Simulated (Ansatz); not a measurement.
# CuAgI2: complex band structure

A new crystal, CuAgI2: structure, gap and complex bands. It is built by putting Cu for part of the Ag in the AgI structure of space group P6_3mc, with the volume rescaled by atomic radii. The parent structure comes from the Materials Project.

Main program and level: Ansatz 0.2.0; PBEsol DFT, plane waves, PAW files, in the first sound run; inputs show where later runs differ.

The structure was built from a prototype and need not be the compound's stable phase.

## (1) Starting point

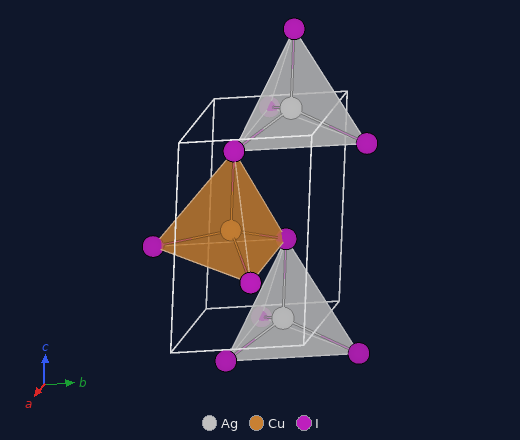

The starting structure, seen slightly off an axis (silver light grey, copper orange, iodine pink). Some periodic images of atoms are drawn too.

## (2) Relaxing the new crystal

The substituted atoms don't fit the parent's cell, so cell and atoms relax together. A small smearing keeps the run stable in case the gap closes on the way.

Contents of input.yaml:

```yaml
crystal:
  lattice:
    - [4.5947387779, 0.0, 0.0]
    - [-2.2973693889, 3.9791605054, 0.0]
    - [0.0, 0.0, 7.4492741062]
  atoms:
    - { symbol: Ag, position: [0.3333333333, 0.6666666667, 0.00098414] }
    - { symbol: Cu, position: [0.6666666667, 0.3333333333, 0.50098414] }
    - { symbol: I, position: [0.3333333333, 0.6666666667, 0.37891586] }
    - { symbol: I, position: [0.6666666667, 0.3333333333, 0.87891586] }
kpoints:
  mp_grid: { grid: [6, 6, 4] }
scf:
  occupations: { method: gaussian, width: 0.03 }
hamiltonian:
  xc: pbesol
output:
  forces: true
  stress: true
relax:
  f_tol: 0.02
  max_steps: 60
  cell: {}
```

Launch:

```sh
$ ansatz run input.yaml --threads 2 --pin off --max-ram 4096MiB --backend cpu --events-out ev --progress --plain --runs-dir out
```

Numbers of over 12 decimals in the logs are rounded to 6 here.

The log of the run:

```text
Engine: ansatz 0.2.0, x86_64-unknown-linux-gnu
Pseudopotentials: kind: paw
Pseudopotential: Ag, paw, valence charge 19, recommended cutoff 420 eV (normal), Ag.paw.azcp
Pseudopotential: Cu, paw, valence charge 19, recommended cutoff 420 eV (normal), Cu.paw.azcp
Pseudopotential: I, paw, valence charge 17, recommended cutoff 420 eV (normal), I.paw.azcp
Functional definition: PBEsol
  exchange = pbesol_x
  correlation = pbesol_c
Crystal: 4 atoms, lattice volume = 136.197 Å³
Basis set: ecut = 420 eV, 2719 PW (Γ), exchange–correlation on 64×64×100 points (8 copies of the dense FFT grid, shifted against one another)
Bands: 44, of which v1, the nominal top of the filled ones, is band 36 counted from 1 (35 counted from 0)
Symmetry: 6 space group operations
Space group: P3m1 (ITA 156), of the structure as read, at distance tolerance 5.1e-5 Å
k-points: 24 of 144 (time reversal used)
Non-local potential: Ag, projectors of the file, l = 0: 3, l = 1: 2, l = 2: 2, l = 3: 1
Non-local potential: Cu, projectors of the file, l = 0: 3, l = 1: 2, l = 2: 3, l = 3: 1
Non-local potential: I, projectors of the file, l = 0: 2, l = 1: 2, l = 2: 2, l = 3: 2
PAW form: soft (Blöchl's): semilocal exchange-correlation on the pseudo side does not see the compensation charge
PAW frozen core: Ag, regenerated for the run's functional, and the local potential with it (the file was generated under x = pbe(κ = 0.804, μ = 0.219515), c = pbe(β = 0.066725))
PAW frozen core: Cu, regenerated for the run's functional, and the local potential with it (the file was generated under x = pbe(κ = 0.804, μ = 0.219515), c = pbe(β = 0.066725))
PAW frozen core: I, regenerated for the run's functional, and the local potential with it (the file was generated under x = pbe(κ = 0.804, μ = 0.219515), c = pbe(β = 0.066725))
PAW one-centre angular grid: Ag, 590 points (default); XC on 64 Gauss nodes
PAW one-centre angular grid: Cu, 590 points (default); XC on 64 Gauss nodes
PAW one-centre angular grid: I, 590 points (default); XC on 64 Gauss nodes
Initial density: superposition of atomic densities (neutral atoms: chi_scale 0, normalization atom), corrected by the library's trained network
Initial wavefunctions: pseudopotential atomic-orbital guess
Functional: x = pbesol(κ = 0.804, μ = 0.123457), c = pbesol(β = 0.046)
SCF iter   1: F=—  HF=-28975.791465 eV  |F-HF|=—  |Δ(HF+E_count)|=         —  Δρ=5.79e-3  dr2=3.27e-2  ethr=1.77e-3  ⟨swp⟩=7.9  Hψ=4673  notcnv=0  defer=10
preconditioner: auto → Resta (q_TF=auto, 2.453 Å⁻¹)  ε∞=5.8  [insulator: Δε(μ)=0.754 eV  Ē_g=8.752 eV  σ=0.030 eV  W_gap=1.00  n_scr=34 (ndim 8)  ℏωp=19.1 eV  f_vac=0.228  D(μ)=0.00/eV (n_scr^D=0)  ε∞_Penn≈5.8]
SCF iter   2: F=—  HF=-28975.786518 eV  |F-HF|=—  |Δ(HF+E_count)|=   4.95e-3  Δρ=3.49e-3  dr2=1.32e-2  ethr=4.54e-5  ⟨swp⟩=2.2  Hψ=2243  notcnv=0  defer=67
SCF iter   3: F=—  HF=-28975.783279 eV  |F-HF|=—  |Δ(HF+E_count)|=   3.24e-3  Δρ=1.70e-3  dr2=3.77e-3  ethr=1.84e-5  ⟨swp⟩=2.0  Hψ=1976  notcnv=0  defer=67
SCF iter   4: F=—  HF=-28975.782706 eV  |F-HF|=—  |Δ(HF+E_count)|=   5.72e-4  Δρ=5.23e-4  dr2=6.54e-4  ethr=5.24e-6  ⟨swp⟩=2.0  Hψ=1150  notcnv=0  defer=67
SCF iter   5: F=—  HF=-28975.782761 eV  |F-HF|=—  |Δ(HF+E_count)|=   5.43e-5  Δρ=1.69e-4  dr2=7.01e-5  ethr=9.08e-7  ⟨swp⟩=2.0  Hψ=1366  notcnv=0  defer=67
SCF iter   6: F=—  HF=-28975.782842 eV  |F-HF|=—  |Δ(HF+E_count)|=   8.15e-5  Δρ=6.15e-5  dr2=1.29e-5  ethr=9.74e-8  ⟨swp⟩=2.0  Hψ=1374  notcnv=0  defer=67
SCF iter   7: F=—  HF=-28975.782857 eV  |F-HF|=—  |Δ(HF+E_count)|=   1.49e-5  Δρ=2.49e-5  dr2=1.14e-6  ethr=1.79e-8  ⟨swp⟩=2.0  Hψ=1412  notcnv=0  defer=67
SCF iter   8: F=—  HF=-28975.782860 eV  |F-HF|=—  |Δ(HF+E_count)|=   2.61e-6  Δρ=6.78e-6  dr2=1.02e-7  ethr=1.58e-9  ⟨swp⟩=2.0  Hψ=1421  notcnv=0  defer=67
SCF iter   9: F=-28975.782860 eV  HF=-28975.782860 eV  |F-HF|=1.16e-8  |Δ(HF+E_count)|=   1.53e-7  Δρ=3.95e-6  dr2=1.92e-8  ethr=1.39e-10  ⟨swp⟩=4.8  Hψ=3606  notcnv=0
SCF 1 converged in 9 iterations: F = -28975.782860 eV  dr2 = 1.92e-8
  greatest PAW one-centre occupation: 1.001 electrons in one spin orbital (limit 2), on the Ag atom at site 0 (counted from 0), in its partial waves of l = 0
relax step   1: F+E_penalty+E_count = -28975.78285985 eV  Δ(F+E_penalty+E_count) = +0.000e0 eV  max|allowed force component| = 6.524e-1 eV/Å  Δτ_max = 0.0000 Å  P = -3.484 GPa  Ω = 136.197 Å³  (9 SCF iters, dr2 threshold 1.00e-7 eV, accepted)
Crystal: 4 atoms, lattice volume = 121.298 Å³
Basis set: ecut = 420 eV, 2345 PW (Γ), exchange–correlation on 64×64×100 points (8 copies of the dense FFT grid, shifted against one another)
Initial density: handed on by an earlier stage of this run
Initial wavefunctions: those handed on with the density
iter 1 solved again at ethr=5.19e-4 eV; its pass at ethr=3.10e-3 eV (dr2=3.73e-1 eV) is discarded
SCF iter   1: F=—  HF=-28976.187123 eV  |F-HF|=—  |Δ(HF+E_count)|=         —  Δρ=1.41e-2  dr2=3.77e-1  ethr=5.19e-4  ⟨swp⟩=1.9  Hψ=6102  notcnv=0
preconditioner: auto → Resta (q_TF=auto, 2.501 Å⁻¹)  ε∞=5.7  [insulator: Δε(μ)=0.810 eV  Ē_g=9.290 eV  σ=0.030 eV  W_gap=1.00  n_scr=34 (ndim 8)  ℏωp=20.2 eV  f_vac=0.177  D(μ)=0.00/eV (n_scr^D=0)  ε∞_Penn≈5.7]
SCF iter   2: F=—  HF=-28976.119961 eV  |F-HF|=—  |Δ(HF+E_count)|=   6.72e-2  Δρ=6.65e-3  dr2=6.75e-2  ethr=5.19e-4  ⟨swp⟩=4.0  Hψ=2203  notcnv=0
SCF iter   3: F=—  HF=-28976.110679 eV  |F-HF|=—  |Δ(HF+E_count)|=   9.28e-3  Δρ=8.38e-3  dr2=5.67e-2  ethr=9.38e-5  ⟨swp⟩=3.0  Hψ=2335  notcnv=0  defer=63
SCF iter   4: F=—  HF=-28976.098371 eV  |F-HF|=—  |Δ(HF+E_count)|=   1.23e-2  Δρ=1.47e-3  dr2=2.49e-3  ethr=7.88e-5  ⟨swp⟩=2.3  Hψ=1345  notcnv=0  defer=63
SCF iter   5: F=—  HF=-28976.098348 eV  |F-HF|=—  |Δ(HF+E_count)|=   2.30e-5  Δρ=4.22e-4  dr2=3.55e-4  ethr=3.46e-6  ⟨swp⟩=2.5  Hψ=1835  notcnv=0  defer=63
SCF iter   6: F=—  HF=-28976.098410 eV  |F-HF|=—  |Δ(HF+E_count)|=   6.22e-5  Δρ=1.91e-4  dr2=7.75e-5  ethr=4.94e-7  ⟨swp⟩=2.0  Hψ=1254  notcnv=0  defer=63
SCF iter   7: F=—  HF=-28976.098450 eV  |F-HF|=—  |Δ(HF+E_count)|=   4.01e-5  Δρ=1.05e-4  dr2=1.57e-5  ethr=1.08e-7  ⟨swp⟩=2.0  Hψ=1373  notcnv=0  defer=63
SCF iter   8: F=—  HF=-28976.098462 eV  |F-HF|=—  |Δ(HF+E_count)|=   1.16e-5  Δρ=2.21e-5  dr2=8.50e-7  ethr=2.18e-8  ⟨swp⟩=2.0  Hψ=1392  notcnv=0  defer=63
SCF iter   9: F=-28976.098463 eV  HF=-28976.098463 eV  |F-HF|=1.20e-7  |Δ(HF+E_count)|=   1.01e-6  Δρ=1.40e-5  dr2=2.01e-7  ethr=5.56e-10  ⟨swp⟩=5.0  Hψ=3912  notcnv=0
SCF 2 converged in 9 iterations: F = -28976.098463 eV  dr2 = 2.01e-7
relax step   2: F+E_penalty+E_count = -28976.09846317 eV  Δ(F+E_penalty+E_count) = -3.156e-1 eV  max|allowed force component| = 3.719e-1 eV/Å  Δτ_max = 0.1977 Å  P = -0.732 GPa  Ω = 121.298 Å³  energy of the carried Pulay correction = +3.155e-3 eV  (9 SCF iters, dr2 threshold 4.00e-7 eV, accepted)
Crystal: 4 atoms, lattice volume = 117.384 Å³
Basis set: ecut = 420 eV, 2309 PW (Γ), exchange–correlation on 64×64×100 points (8 copies of the dense FFT grid, shifted against one another)
iter 1 solved again at ethr=2.13e-5 eV; its pass at ethr=3.10e-3 eV (dr2=1.54e-2 eV) is discarded
SCF iter   1: F=—  HF=-28976.134637 eV  |F-HF|=—  |Δ(HF+E_count)|=         —  Δρ=3.50e-3  dr2=1.59e-2  ethr=2.13e-5  ⟨swp⟩=2.7  Hψ=6040  notcnv=0
preconditioner: auto → Resta (q_TF=auto, 2.515 Å⁻¹)  ε∞=5.7  [insulator: Δε(μ)=1.064 eV  Ē_g=9.454 eV  σ=0.030 eV  W_gap=1.00  n_scr=34 (ndim 8)  ℏωp=20.6 eV  f_vac=0.173  D(μ)=0.00/eV (n_scr^D=0)  ε∞_Penn≈5.7]
SCF iter   2: F=—  HF=-28976.130132 eV  |F-HF|=—  |Δ(HF+E_count)|=   4.50e-3  Δρ=1.65e-3  dr2=3.08e-3  ethr=2.13e-5  ⟨swp⟩=2.0  Hψ=1872  notcnv=0
SCF iter   3: F=—  HF=-28976.129505 eV  |F-HF|=—  |Δ(HF+E_count)|=   6.27e-4  Δρ=1.25e-3  dr2=1.24e-3  ethr=4.28e-6  ⟨swp⟩=2.0  Hψ=1999  notcnv=0
SCF iter   4: F=—  HF=-28976.129248 eV  |F-HF|=—  |Δ(HF+E_count)|=   2.58e-4  Δρ=5.94e-4  dr2=2.43e-4  ethr=1.72e-6  ⟨swp⟩=2.0  Hψ=2009  notcnv=0
SCF iter   5: F=—  HF=-28976.129186 eV  |F-HF|=—  |Δ(HF+E_count)|=   6.16e-5  Δρ=1.66e-4  dr2=2.87e-5  ethr=3.37e-7  ⟨swp⟩=2.0  Hψ=1255  notcnv=0
SCF iter   6: F=—  HF=-28976.129192 eV  |F-HF|=—  |Δ(HF+E_count)|=   5.76e-6  Δρ=4.45e-5  dr2=3.70e-6  ethr=3.98e-8  ⟨swp⟩=2.0  Hψ=1365  notcnv=0
SCF iter   7: F=—  HF=-28976.129195 eV  |F-HF|=—  |Δ(HF+E_count)|=   3.60e-6  Δρ=1.90e-5  dr2=6.07e-7  ethr=5.13e-9  ⟨swp⟩=2.0  Hψ=1488  notcnv=0
SCF iter   8: F=-28976.129196 eV  HF=-28976.129196 eV  |F-HF|=4.52e-8  |Δ(HF+E_count)|=   7.38e-7  Δρ=4.34e-6  dr2=3.15e-8  ethr=5.56e-10  ⟨swp⟩=4.5  Hψ=3559  notcnv=0
SCF 3 converged in 8 iterations: F = -28976.129196 eV  dr2 = 3.15e-8
relax step   3: F+E_penalty+E_count = -28976.12919623 eV  Δ(F+E_penalty+E_count) = -3.073e-2 eV  max|allowed force component| = 1.336e-1 eV/Å  Δτ_max = 0.0753 Å  P = +0.414 GPa  Ω = 117.384 Å³  energy of the carried Pulay correction = +4.046e-3 eV  (8 SCF iters, dr2 threshold 4.00e-7 eV, accepted)
[...]
relax step   4: F+E_penalty+E_count = -28976.13566795 eV  Δ(F+E_penalty+E_count) = -6.472e-3 eV  max|allowed force component| = 3.562e-2 eV/Å  Δτ_max = 0.0251 Å  P = -0.002 GPa  Ω = 118.355 Å³  energy of the carried Pulay correction = +3.822e-3 eV  (7 SCF iters, dr2 threshold 4.00e-7 eV, accepted)
[...]
relax step   5: F+E_penalty+E_count = -28976.13696685 eV  Δ(F+E_penalty+E_count) = -1.299e-3 eV  max|allowed force component| = 1.067e-2 eV/Å  Δτ_max = 0.0133 Å  P = +0.015 GPa  Ω = 118.184 Å³  energy of the carried Pulay correction = +3.861e-3 eV  (7 SCF iters, dr2 threshold 7.93e-8 eV, accepted)
Basis set: ecut = 420 eV, 2299 PW (Γ), exchange–correlation on 60×60×100 points (8 copies of the dense FFT grid, shifted against one another)
Initial wavefunctions: pseudopotential atomic-orbital guess (no wavefunctions were taken with the density)
iter 1 solved again at ethr=5.24e-7 eV; its pass at ethr=3.10e-3 eV (dr2=3.77e-4 eV) is discarded
SCF iter   1: F=—  HF=-28976.132765 eV  |F-HF|=—  |Δ(HF+E_count)|=         —  Δρ=2.17e-4  dr2=8.91e-6  ethr=5.24e-7  ⟨swp⟩=3.0  Hψ=7294  notcnv=0
preconditioner: auto → Resta (q_TF=auto, 2.512 Å⁻¹)  ε∞=5.7  [insulator: Δε(μ)=1.024 eV  Ē_g=9.421 eV  σ=0.030 eV  W_gap=1.00  n_scr=34 (ndim 8)  ℏωp=20.5 eV  f_vac=0.174  D(μ)=0.00/eV (n_scr^D=0)  ε∞_Penn≈5.7]
SCF iter   2: F=—  HF=-28976.132765 eV  |F-HF|=—  |Δ(HF+E_count)|=   6.01e-7  Δρ=2.29e-4  dr2=3.51e-5  ethr=1.24e-8  ⟨swp⟩=2.0  Hψ=1920  notcnv=0
SCF iter   3: F=—  HF=-28976.132771 eV  |F-HF|=—  |Δ(HF+E_count)|=   6.12e-6  Δρ=1.65e-4  dr2=1.54e-5  ethr=1.24e-8  ⟨swp⟩=2.6  Hψ=1938  notcnv=0
SCF iter   4: F=—  HF=-28976.132777 eV  |F-HF|=—  |Δ(HF+E_count)|=   6.26e-6  Δρ=1.07e-5  dr2=5.81e-8  ethr=1.24e-8  ⟨swp⟩=2.0  Hψ=1920  notcnv=0
SCF iter   5: F=—  HF=-28976.132772 eV  |F-HF|=—  |Δ(HF+E_count)|=   5.27e-6  Δρ=8.29e-6  dr2=2.08e-8  ethr=8.07e-11  ⟨swp⟩=2.0  Hψ=1920  notcnv=0
SCF iter   6: F=—  HF=-28976.132772 eV  |F-HF|=—  |Δ(HF+E_count)|=   5.13e-8  Δρ=2.70e-6  dr2=4.10e-9  ethr=2.89e-11  ⟨swp⟩=2.0  Hψ=1920  notcnv=0
SCF iter   7: F=—  HF=-28976.132772 eV  |F-HF|=—  |Δ(HF+E_count)|=   1.02e-9  Δρ=5.33e-7  dr2=2.66e-10  ethr=5.70e-12  ⟨swp⟩=2.0  Hψ=1440  notcnv=0
SCF iter   8: F=—  HF=-28976.132772 eV  |F-HF|=—  |Δ(HF+E_count)|=  2.80e-10  Δρ=1.60e-7  dr2=5.87e-11  ethr=1.00e-12  ⟨swp⟩=1.4  Hψ=1125  notcnv=0
SCF iter   9: F=-28976.132772 eV  HF=-28976.132772 eV  |F-HF|=3.64e-12  |Δ(HF+E_count)|=  8.00e-11  Δρ=4.83e-8  dr2=4.40e-12  ethr=1.00e-12  ⟨swp⟩=4.2  Hψ=3333  notcnv=0
SCF 6 converged in 9 iterations: F = -28976.132772 eV  dr2 = 4.40e-12
relax step   6: F+E_penalty+E_count = -28976.13277174 eV  Δ(F+E_penalty+E_count) = +4.195e-3 eV  max|allowed force component| = 1.106e-2 eV/Å  Δτ_max = 0.0000 Å  P = +0.014 GPa  Ω = 118.184 Å³  stress off target by 1.63e-2 GPa  SCF on the basis re-selected at this cell (its energy is not comparable with the rows above)  (9 SCF iters)
basis re-selected at this cell: Δ(F+E_penalty+E_count) = +4.195e-3 eV, ΔP = -0.001 GPa vs the last step (what re-selecting the basis moved, of the pressure what is left beyond the Pulay correction that the steps carried, after the strain that the cell walked since its last selection, with what the two solves' SCF thresholds leave and, on support functions, any second-order correction that the steps lacked; it is no measure of the basis error at this ecutwfc). The dense FFT grid was sized anew with the basis: this SCF ran on 30×30×50 points, the steps before it on 32×32×50, so part of this shift can come from that change (see relax.cell in the input reference). [rest of the remark cut]
SCF converged after 9 iterations
Free energy (F): -28976.132772 eV
Harris-Foulkes:  -28976.132772 eV  (|F-HF|=3.64e-12)
Internal energy: -28976.132772 eV  (E = F + TS)
E sigma→0 (E₀):  -28976.132772 eV
Fermi energy:    8.609788 eV
--- Per-component energies (eV) ---
  E_band       = -1616.543735
  E_kinetic    = 1208.048097
  E_local      = -12978.680435  (includes V_loc(G=0)·N_el)
  E_nonlocal   = 313.660954
  E_hartree    = 6082.601808
  E_xc         = -523.405189
  E_vxc        = -601.911802  (∫ρ·V_xc dr)
  E_paw        = -14949.856393  (= ΣΔE_a)
  E_vpaw       = -1722.864865  (= ΣTr[D̂ρ^β])
  E_aug_tail   = 0.000589  (compensation charges beyond the density's cutoff)
  E_ewald      = -8129.855429
  E_core_change = 1.353225  (= ΣΔE_core)
  E_smearing   = -0.000000  (= −TS)
  E_closure    = 0.000000  (closes the sum)
  Σ components = -28976.132772   (vs F -28976.132772, Δ=0.00e0)
--- Forces (eV/Å), atoms counted from 1 ---
  atom   1  Ag    -0.00000000    -0.00000000     0.00308277
  atom   2  Cu    -0.00000000    -0.00000000     0.00917253
  atom   3  I      0.00000000     0.00000000    -0.00119411
  atom   4  I     -0.00000000    -0.00000000    -0.01106099
  max |Σ_I F_I| component: 2.03e-7 eV/Å
--- Stress (GPa, compression-positive) ---
        0.012732      -0.000000       0.000000
       -0.000000       0.012732      -0.000000
        0.000000      -0.000000       0.016270
  P = ⅓ Tr σ = 0.0139 GPa (0.139 kbar)
--- Relaxed structure (5 steps of the walk, 5 accepted, 1 SCFs on fresh bases) ---
  F+E_penalty+E_count = -28976.13277174 eV   max|allowed force component| = 1.106e-2 eV/Å   (the final SCF, on the basis selected at the relaxed cell)
  cell:  # Å, volume = 118.1845 Å³
    - [4.322145, -2.7154791651221784e-11, 0]
    - [-2.161073, 3.743088, -2.006558200414798e-17]
    - [0, -3.756420989960228e-17, 7.305183]
  atoms:
    - { symbol: Ag, position: [0.333333, 0.666667, 0.017587] }
    - { symbol: Cu, position: [0.666667, 0.333333, 0.497744] }
    - { symbol: I, position: [0.333333, 0.666667, 0.393210] }
    - { symbol: I, position: [0.666667, 0.333333, 0.851259] }
```

Wall time 30 s (2 threads of Intel Xeon Platinum 8488C (Sapphire Rapids), shared host); peak memory 0.52 GiB; 56 s of CPU time.

Relaxation path:

| step | energy less that of the first step (eV) | largest force component (eV/Å) | pressure (GPa) | volume (Å³) |
| --- | --- | --- | --- | --- |
| 1 | 0.0000 | 0.6524 | -3.48 | 136.20 |
| 2 | -0.3156 | 0.3719 | -0.73 | 121.30 |
| 3 | -0.3463 | 0.1336 | 0.41 | 117.38 |
| 4 | -0.3528 | 0.0356 | 0.00 | 118.35 |
| 5 | -0.3541 | 0.0107 | 0.02 | 118.18 |
| 6* | -0.3499 | 0.0111 | 0.01 | 118.18 |

Relaxation steps marked * repeat the geometry before them on a plane-wave basis chosen anew for their cell, so energy and pressure can jump there.

Forces are held to the 6 operations that the run works with; a distortion that breaks them can't arise in this run.

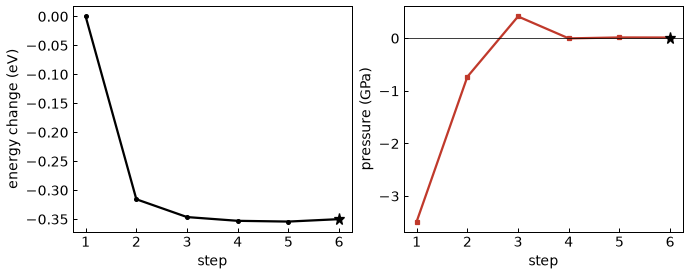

Energy and pressure along the relaxation. Stars mark steps on a basis chosen anew.

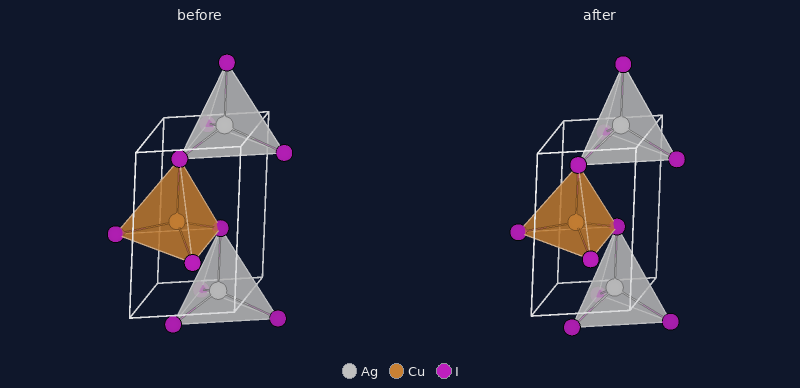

Before and after, at one scale.

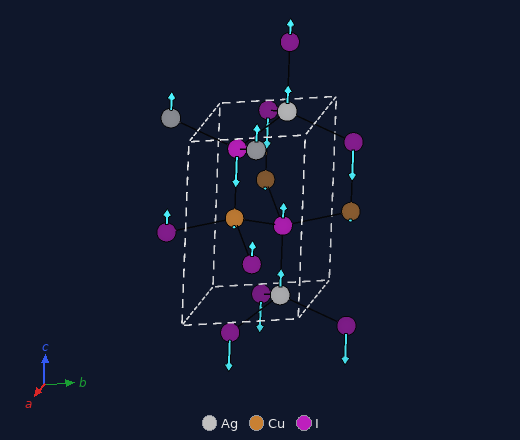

Displacements in the relaxation, exaggerated, measured against the changing cell; the longest in the cell stands for 0.20 Å. Some periodic images of atoms are drawn too.

| conventional cell, symmetrised | before | after | change |
| --- | --- | --- | --- |
| a (Å) | 4.595 | 4.322 | -5.9 % |
| b (Å) | 4.595 | 4.322 | -5.9 % |
| c (Å) | 7.449 | 7.305 | -1.9 % |
| volume (Å³/atom) | 34.05 | 29.55 | -13.2 % |

The atoms that moved most (Å, as changes of fractional coordinates times the final cell):

| atom | dx | dy | dz | length |
| --- | --- | --- | --- | --- |
| I4 | 0.000 | 0.000 | -0.202 | 0.202 |
| Ag1 | 0.000 | 0.000 | 0.121 | 0.121 |
| I3 | 0.000 | 0.000 | 0.104 | 0.104 |
| Cu2 | 0.000 | 0.000 | -0.024 | 0.024 |

Final coordinates:

```cif
data_structure
_symmetry_space_group_name_H-M 'P 1'
_symmetry_Int_Tables_number 1
_cell_length_a 4.3221
_cell_length_b 4.3221
_cell_length_c 7.3052
_cell_angle_alpha 90.000
_cell_angle_beta 90.000
_cell_angle_gamma 120.000
_cell_volume 118.18
loop_
_atom_site_label
_atom_site_type_symbol
_atom_site_fract_x
_atom_site_fract_y
_atom_site_fract_z
_atom_site_occupancy
Ag1 Ag 0.33333 0.66667 0.01759 1
Cu2 Cu 0.66667 0.33333 0.49774 1
I3 I 0.33333 0.66667 0.39321 1
I4 I 0.66667 0.33333 0.85126 1
```

Numbers from this step:

* free energy: -28976.1328 eV
* Fermi energy: 8.610 eV
* pressure: 0.01391 GPa

The largest force component on a free atom ends at 0.011 eV/Å.

(Part 1 of 3 ends here.)

[Logs are printed without paths, hosts, clocks, repeated set-up lines and the standing remarks that a program may print on its own settings, such as how far it seeks lower states.]

[Hosts, paths, dates, database ids (printed as entryN), source tags and the programs' standing remarks are cut or masked in the printed files.]

[New means built here by substitution; the compound itself may be known and measured.]
